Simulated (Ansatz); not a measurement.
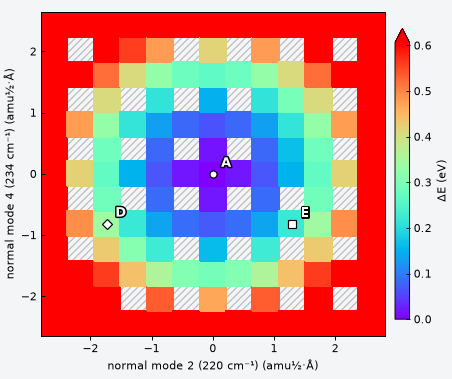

CrS2F2. 
- The first coordinate is: normal mode 2 (220 cm⁻¹); the second: normal mode 4 (234 cm⁻¹).
- Nothing is relaxed (straight displacements along the two mass-weighted modes).
- The grid has 13 × 13 points; 78 points were computed and 60 follow by symmetry. At 31 points there is no value.
- Energies: eV, counted from the lowest grid point.
- Theory: RKS PBE-D4/def2-SVP in Ansatz.

In the figure: one coloured cell a grid point, one colour for all values above the top of the scale, hatched blanks where no value was computed, lettered points.

### Is A the lowest point of the computed grid?

Yes. A, at normal mode 2 (220 cm⁻¹) = 0.00 amu½·Å, normal mode 4 (234 cm⁻¹) = 0.00 amu½·Å, has the lowest energy of the grid.

### What kind of point is each of A, D, E: minimum, saddle, maximum or slope?

A: minimum; D: on a slope; E: on a slope. (In these two coordinates alone; a stationary point may lie a little off the grid point.)

### Rank the lettered points by energy, lowest first.

A (0.00 eV), E (0.22 eV), D (0.34 eV).
